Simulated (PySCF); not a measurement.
Molecule: SMILES [SiH3]C[SiH2]S (CH₈SSi₂). Atoms near the plane z = 0.8 Å, at the GFN2-xTB optimised geometry (x, y, z in Å): Si1 (1.9, -0.6, 0.0), C2 (0.0, -0.6, 0.0), Si3 (-0.9, 1.1, 0.0), S4 (-0.5, 2.2, 1.8), H5 (2.4, 0.0, 1.2), H7 (2.3, -2.0, -0.1), H9 (-0.4, -1.1, 0.9), H10 (-2.4, 1.0, 0.0), H12 (0.8, 2.1, 1.8).

Level of theory: PySCF 2.14.0 with B3LYP/def2-TZVP. The values are rescaled to run from 0 to 1.

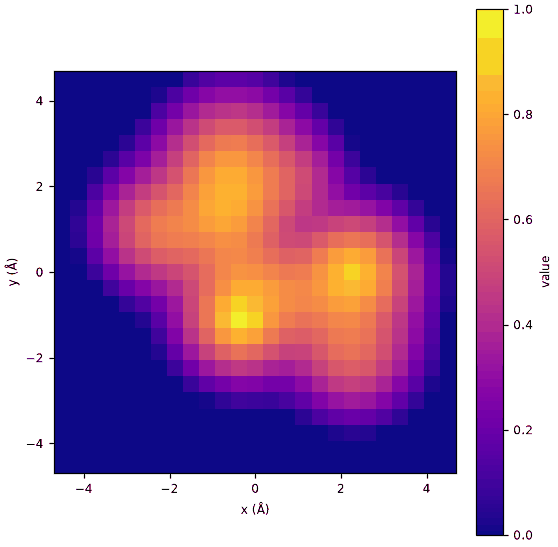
*a field on the plane z = 0.8 Å.*

Problem. Which quantity is mapped?
(A) log10 of the electron density
(B) an orbital amplitude
(C) electron localisation function
(D) electrostatic potential

Solution. A, log10 of the electron density. In full: log10 of the electron density (e/bohr³), floored at −4.
